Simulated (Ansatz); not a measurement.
We consider zinc-blende BeS, described by PBE0-D3(BJ) in Ansatz (PAW).

Settings: plane-wave cutoff 460 eV, 10×10×10 k mesh, Fermi–Dirac smearing 0.01 eV, scalar-relativistic PAW data made under PBE.

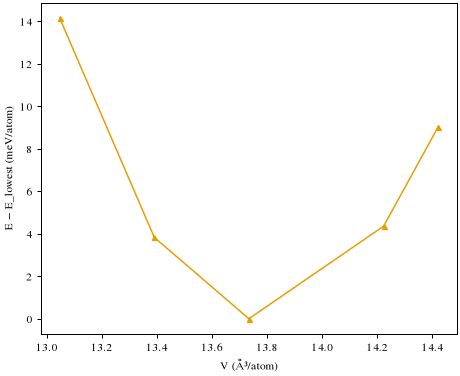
Total energy against volume

Task: From the curve, estimate the equilibrium volume and the bulk modulus.

Result: V0 ≈ 13.8 Å³/atom and B0 ≈ 110 GPa; the fit gives V0 = 13.784 Å³/atom, B0 = 106 GPa, B′ = 3.7.

Measured, for comparison: bulk modulus 105 GPa (room temperature, not corrected to a static lattice; as tabulated in Narayana, Nesamony, Ruoff, Phys. Rev. B 56, no. 22 (1997)); equilibrium volume per atom 14.44 Å³/atom (room temperature, not corrected to a static lattice; as tabulated in Narayana, Nesamony, Ruoff (BeS at high pressure; core.ac.uk copy)). Computed (rounded) less measured: bulk modulus +1.0 %, equilibrium volume per atom -4.6 %.

Static lattice: no zero-point or thermal effects.

Ansatz is a quantum-chemistry and plane-wave program.
